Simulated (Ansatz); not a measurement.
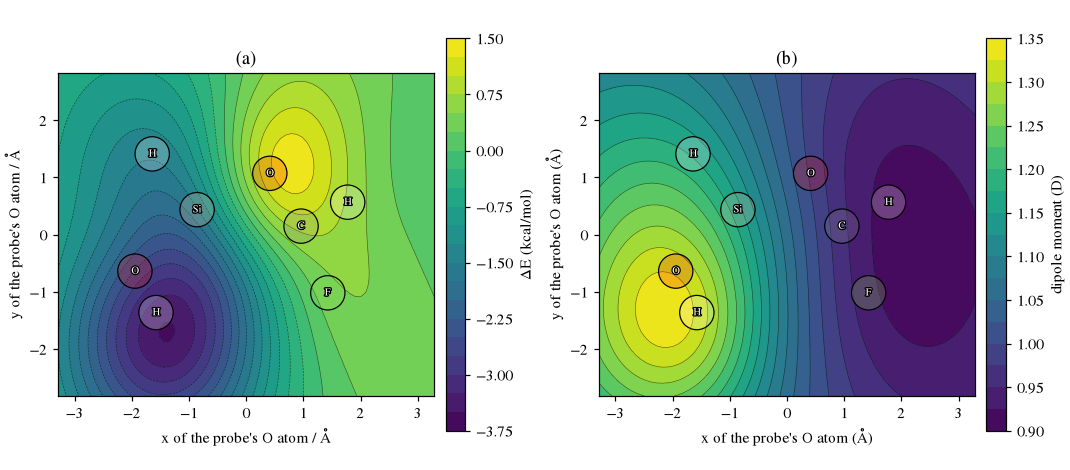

CH₃FO₂Si (SMILES O[SiH]1OC1F) with the probe H2O. The probe is moved over a plane parallel to the molecule's main plane, 3.45 Å above it. The first coordinate is: x of the probe's O atom; the second: y of the probe's O atom. Nothing is relaxed (molecule and probe rigid, the probe upright with O nearest the plane). Grid: 15 × 13 points. All energies are given in kcal/mol relative to molecule and probe far apart, each relaxed in its own basis (no counterpoise correction). Level of theory: RKS PBE-D4/def2-SVPD (Ansatz 0.2.0).

Panel (a) is the energy; panel (b) is the computed dipole moment, in D.

The picture shows filled contours, labelled circles for the molecule's atoms, projected on the plane. Between grid points the surface is interpolated.

Question: How does the dipole moment vary over the map, and what is it at the lowest grid point?

Answer: Leaving out the highest fifth of the energies, it runs from 0.91 D at x of the probe's O atom = 2.35 Å, y of the probe's O atom = 0.00 Å to 1.34 D at x of the probe's O atom = −2.35 Å, y of the probe's O atom = −1.41 Å. At the lowest grid point, x of the probe's O atom = −1.41 Å, y of the probe's O atom = −1.88 Å, it is 1.29 D.
